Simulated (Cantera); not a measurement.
Input: 1 mol B, 31 mol H₂, held at 1400 Pa.

Cantera equilibrium calculation (NASA polynomials, part measured and part estimated; ideal gas, pure solids and liquids). Candidate condensed phases: B; 7 gas species. The tables' values for BH₂ are old estimates; treat these amounts as uncertain. Rates play no part.

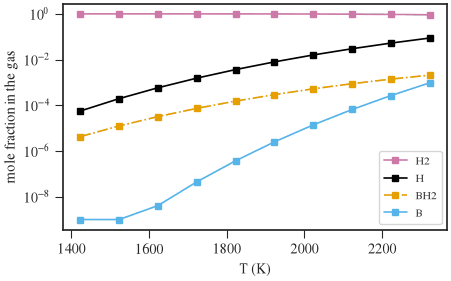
Figure: Equilibrium gas composition (values under 1e-9 drawn at 1e-9)

From 1423 K to 2323 K the condensed part is B(s).
